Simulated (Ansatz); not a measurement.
We consider cubic perovskite CsPbBr3 (cubic high-temperature phase), described by PBE (Ansatz, a quantum-chemistry and plane-wave program, plane waves, PAW).

Settings: plane-wave cutoff 520 eV, 6×6×6 k mesh, Fermi–Dirac smearing 0.01 eV, scalar-relativistic PAW data made under PBE.

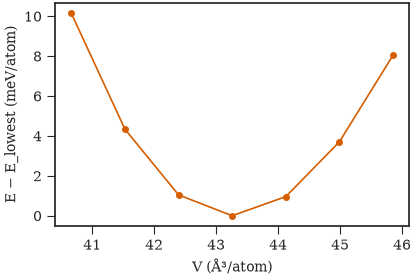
Fig. 1. Total energy against volume

Task: From the curve, estimate the equilibrium volume and the bulk modulus.

Result: V0 ≈ 43.3 Å³/atom and B0 ≈ 19 GPa; the fit gives V0 = 43.261 Å³/atom, B0 = 18.5 GPa, B′ = 4.7.

Note: the relaxation could not lower the start's symmetry, so the cell can be a saddle point above a distorted one.

Spin–orbit coupling is not included; it can shift volumes and moduli of such heavy elements.

Computed values are for the static lattice.

Cost on a shared machine: very roughly 80 core-seconds.
